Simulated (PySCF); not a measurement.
# B2PLYP/def2-SVPD run of AlCl3F− (SMILES [F][Al-]([Cl])([Cl])[Cl])

What is the vertical ionisation energy of AlCl3F− at B2PLYP/def2-SVPD? Input form: a Python script.

The calculation is run with PySCF 2.14.0.

**1. Starting point**

AlCl3F−: 5 atoms, total charge -1, spin state singlet. As SMILES, `[F][Al-]([Cl])([Cl])[Cl]`. Geometry: a GFN2-xTB relaxation, a rough one for these elements and not checked as a minimum.

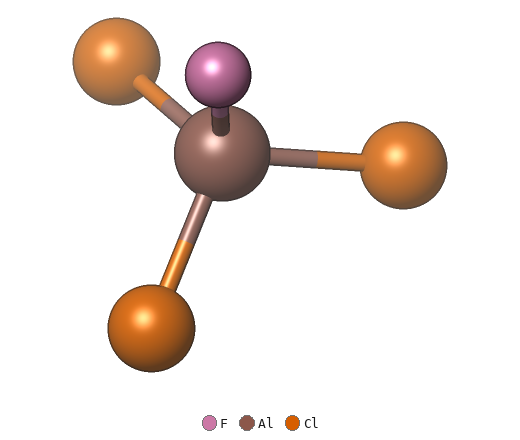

Viewed from a chosen angle; fluorine pink, aluminium brown, chlorine orange.

**2. The energy at B2PLYP/def2-SVPD**

The input, run.py:

```python
from pyscf import gto, dft, mp

mol = gto.Mole()
mol.atom = '''
F   -0.663180  -0.084090   1.637130
Al  -0.029700  -0.004260   0.070280
Cl   1.699900  -1.208570  -0.037160
Cl  -1.476100  -0.701090  -1.299310
Cl   0.469090   1.998020  -0.370950
'''
mol.verbose = 4
mol.charge = -1
mol.spin = 0
mol.basis = 'def2-svpd'
mol.max_memory = 1860
mol.build()

mf = dft.RKS(mol, xc='0.53*HF + 0.47*B88, 0.73*LYP')
mf.grids.level = 4
mf.conv_tol = 1e-10
mf.kernel()
if not mf.converged:
    mf = mf.newton().run(mf.mo_coeff, mf.mo_occ)

pt = mp.MP2(mf, frozen=21).run()
energy = mf.e_tot + 0.27 * pt.e_corr
print('PT2 part  %.8f' % (0.27 * pt.e_corr))
print(f'total energy: {energy:.8f} hartree')
```

Command:

```console
$ OMP_NUM_THREADS=1 python run.py
```

The program printed:

```text
PySCF version 2.14.0

[INPUT] num. atoms = 5
[INPUT] num. electrons = 74
[INPUT] charge = -1
[INPUT] spin (= nelec alpha-beta = 2S) = 0
[INPUT] symmetry False subgroup None
[INPUT] Mole.unit = angstrom
[INPUT] Symbol           X                Y                Z      unit          X                Y                Z       unit  Magmom
[INPUT]  1 F     -0.663180000000  -0.084090000000   1.637130000000 AA   -1.253228571289  -0.158907069815   3.093727330309 Bohr   0.0
[INPUT]  2 Al    -0.029700000000  -0.004260000000   0.070280000000 AA   -0.056124865900  -0.008050233291   0.132809952034 Bohr   0.0
[INPUT]  3 Cl     1.699900000000  -1.208570000000  -0.037160000000 AA    3.212345439148  -2.283866302366  -0.070222222789 Bohr   0.0
[INPUT]  4 Cl    -1.476100000000  -0.701090000000  -1.299310000000 AA   -2.789424732470  -1.324868088671  -2.455340050909 Bohr   0.0
[INPUT]  5 Cl     0.469090000000   1.998020000000  -0.370950000000 AA    0.886451627772   3.775710591403  -0.700993905907 Bohr   0.0

nuclear repulsion = 413.874878551542
number of shells = 52
number of NR pGTOs = 210
number of NR cGTOs = 128
basis = def2-svpd
ecp = {}

******** <class 'pyscf.dft.rks.RKS'> ********
method = RKS
initial guess = minao
damping factor = 0
level_shift factor = 0
DIIS = <class 'pyscf.scf.diis.CDIIS'>
diis_start_cycle = 1
diis_space = 8
diis_damp = 0
SCF conv_tol = 1e-10
SCF conv_tol_grad = None
SCF max_cycles = 50
direct_scf = True
direct_scf_tol = 1e-13
XC library pyscf.dft.libxc version 7.0.0
    S. Lehtola, C. Steigemann, M. J.T. Oliveira, and M. A.L. Marques.,  SoftwareX 7, 1–5 (2018)
XC functionals = 0.53*HF + 0.47*B88, 0.73*LYP
    A. D. Becke.,  Phys. Rev. A 38, 3098 (1988)
    C. Lee, W. Yang, and R. G. Parr.,  Phys. Rev. B 37, 785 (1988)
    B. Miehlich, A. Savin, H. Stoll, and H. Preuss.,  Chem. Phys. Lett. 157, 200 (1989)
radial grids:
    Treutler-Ahlrichs [JCP 102, 346 (1995); DOI:10.1063/1.469408] (M4) radial grids

becke partition: Becke, JCP 88, 2547 (1988); DOI:10.1063/1.454033
pruning grids: <function nwchem_prune>
grids dens level: 4
symmetrized grids: False
atomic radii adjust function: <function treutler_atomic_radii_adjust>
small_rho_cutoff = 0
Set gradient conv threshold to 1e-05
Initial guess from minao.
tot grids = 143600
init E= -1721.88231913307
  HOMO = -0.397849714270305  LUMO = -0.0169918388462111  gap/eV = 10.36367
cycle= 1 E= -1721.79965230009  delta_E= 0.0827  |g|= 0.596  |ddm|= 2.67
  HOMO = -0.169298585854085  LUMO = 0.149810873224962  gap/eV = 8.68341
cycle= 2 E= -1721.80443635066  delta_E= -0.00478  |g|= 0.65  |ddm|= 1.15
  HOMO = -0.192524466513526  LUMO = 0.147074169811241  gap/eV = 9.24095
cycle= 3 E= -1721.87321805164  delta_E= -0.0688  |g|= 0.0592  |ddm|= 0.447
  HOMO = -0.203820810922014  LUMO = 0.145706453945305  gap/eV = 9.51112
cycle= 4 E= -1721.87396477163  delta_E= -0.000747  |g|= 0.0126  |ddm|= 0.0959
  HOMO = -0.20339161322847  LUMO = 0.145435322208715  gap/eV = 9.49206
cycle= 5 E= -1721.87400944552  delta_E= -4.47e-05  |g|= 0.00283  |ddm|= 0.0322
  HOMO = -0.203103359855224  LUMO = 0.145481170394665  gap/eV = 9.48547
cycle= 6 E= -1721.87401188077  delta_E= -2.44e-06  |g|= 0.000732  |ddm|= 0.00411
  HOMO = -0.203167030912362  LUMO = 0.145460865440221  gap/eV = 9.48665
cycle= 7 E= -1721.87401207286  delta_E= -1.92e-07  |g|= 8.06e-05  |ddm|= 0.00202
  HOMO = -0.203158112955046  LUMO = 0.145463256320563  gap/eV = 9.48647
cycle= 8 E= -1721.87401207532  delta_E= -2.46e-09  |g|= 2.16e-05  |ddm|= 0.000143
  HOMO = -0.203159125731214  LUMO = 0.14546326744825  gap/eV = 9.48650
cycle= 9 E= -1721.87401207549  delta_E= -1.7e-10  |g|= 5.57e-06  |ddm|= 3.53e-05
  HOMO = -0.203159308591566  LUMO = 0.145463242124926  gap/eV = 9.48650
cycle= 10 E= -1721.8740120755  delta_E= -5.46e-12  |g|= 8.79e-07  |ddm|= 8.11e-06
  HOMO = -0.203159284874451  LUMO = 0.145463236406145  gap/eV = 9.48650
Extra cycle  E= -1721.8740120755  delta_E= -7.28e-12  |g|= 7.01e-07  |ddm|= 2e-06
converged SCF energy = -1721.8740120755

******** <class 'pyscf.mp.mp2.RMP2'> ********
nocc = 16, nmo = 107
frozen orbitals 21
E(RMP2) = -1722.73013515087  E_corr = -0.856123075365391
E(SCS-RMP2) = -1722.69452548833  E_corr = -0.820513412825318
E_corr(same-spin) = -0.238654935707482
E_corr(oppo-spin) = -0.617468139657908
PT2 part  -0.23115323
total energy: -1722.10516531 hartree
```

Run time: 23 s. Hardware: 1 thread of Arm Neoverse V1, shared host; peak memory 0.76 GiB.

**3. Doublet neutral AlCl3F**

The input, calc.py:

```python
from pyscf import gto, dft, mp

mol = gto.M(
    atom='''
F     -0.663180    -0.084090     1.637130
Al    -0.029700    -0.004260     0.070280
Cl     1.699900    -1.208570    -0.037160
Cl    -1.476100    -0.701090    -1.299310
Cl     0.469090     1.998020    -0.370950
''',
    spin=1,
    verbose=3,
    max_memory=1860,
    basis='def2-svpd',
)

calc0 = dft.UKS(mol, xc='0.53*HF + 0.47*B88, 0.73*LYP')
calc0.conv_tol = 1e-10
calc0.grids.level = 4
calc0.kernel()
if not calc0.converged:
    calc0 = calc0.newton().run(calc0.mo_coeff, calc0.mo_occ)

pt = mp.MP2(calc0, frozen=21).run()
energy = calc0.e_tot + 0.27 * pt.e_corr
print('PT2 part  %.8f' % (0.27 * pt.e_corr))
print(f'total energy: {energy:.8f} hartree')
```

Command:

```console
$ OMP_NUM_THREADS=1 python calc.py
```

The program printed:

```text
WARN: HOMO -0.397849714270305 >= LUMO -0.397849714270308

converged SCF energy = -1721.63461314568  <S^2> = 0.76185348  2S+1 = 2.0118186
E(UMP2) = -1722.49838511258  E_corr = -0.863771966899111
E(SCS-UMP2) = -1722.46027683107  E_corr = -0.82566368538597
PT2 part  -0.23321843
total energy: -1721.86783158 hartree
```

Run time: 73 s. Hardware: 1 thread of Arm Neoverse V1, shared host; peak memory 0.77 GiB.

**4. Outcome**

Level: B2PLYP/def2-SVPD, 21 core orbitals frozen.

| quantity | value |
| --- | --- |
| singlet AlCl3F−: total energy | -1722.10517 Eh |
| singlet AlCl3F−: HOMO energy (SCF part's orbitals) | -5.53 eV |
| singlet AlCl3F−: LUMO energy (SCF part's orbitals) | 3.96 eV |
| singlet AlCl3F−: HOMO–LUMO gap (to an unbound level, set by the basis) | 9.49 eV |
| doublet neutral AlCl3F: total energy | -1721.86783 Eh |
| doublet neutral AlCl3F: dipole moment (SCF part) | 2.30 D |
| doublet neutral AlCl3F: HOMO energy (SCF part's orbitals) (highest over α and β) | -10.61 eV |
| doublet neutral AlCl3F: LUMO energy (SCF part's orbitals) (lowest over α and β) | -7.53 eV |
| doublet neutral AlCl3F: ⟨S²⟩ | 0.762 |
| vertical detachment energy (to the doublet neutral) | 6.458 eV |

What this shows: The vertical ionisation energy comes to 6.46 eV (623 kJ/mol). The negative HOMO energy of the first species, 5.53 eV, lies 0.93 eV below that difference. Mulliken charges (singlet AlCl3F−) run from -0.76 on Cl4 to +2.05 on Al2; in a basis this large or diffuse they mean little. Mulliken charges (doublet neutral AlCl3F) run from -0.72 on F1 to +2.10 on Al2; in a basis this large or diffuse they mean little.
